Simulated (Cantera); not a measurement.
Charge: 1 mol CF4, 0.13 mol Si, 0.076 mol H2, held at 17000 Pa.

Cantera equilibrium calculation (NASA polynomials, part measured and part estimated; ideal gas, pure solids and liquids). Candidate condensed phases: C, C6H6, C7H8, C8H18, Si, SiC; 113 gas species. The tables' values for SiF3, SiF2, C2F4 are old estimates; treat these amounts as uncertain. Gases not in the tables: C2F6 and larger saturated fluorocarbons. Kinetics and transport are ignored.

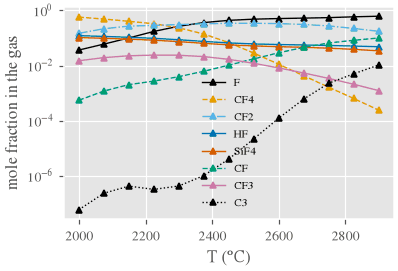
Figure. Equilibrium gas composition (values under 1e-9 drawn at 1e-9)

Question: Read off the mole fractions at 2375 °C.

Answer: F about 0.36, CF2 about 0.33, CF4 about 0.14, HF about 0.075, SiF4 about 0.064, CF3 about 0.021, CF about 0.0062, C3 about 1.0e-6.
